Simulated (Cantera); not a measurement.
Feed: 1 mol Fe3O4, a varied amount of C, 4.4 mol N2, equilibrated at 1175 °C and 7.50 bar.

These are equilibrium values from Cantera (NASA tables, ideal gas, pure condensed phases), not measurements of a reactor. Candidate condensed phases: C, Fe, Fe(CO)5, FeO, Fe2O3, Fe3O4; 27 gas species. Iron dissolves carbon and melts from about 1420 K in contact with it, which pure phases cannot show. Mutual solubility and eutectic melting of coexisting phases are not modelled. The tables' stoichiometric FeO is somewhat more stable than real wüstite, so its field is too wide. FeO: taken at fixed stoichiometry. Condensed phases not in the tables: cementite and carbon dissolved in iron. Kinetics and transport are ignored.

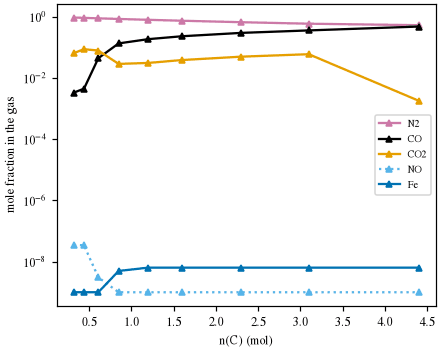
*Equilibrium gas composition (values under 1e-9 drawn at 1e-9)*

Read off the mole fractions at 4.4 mol C.

N2 about 0.52, CO about 0.47, CO2 about 0.0018.
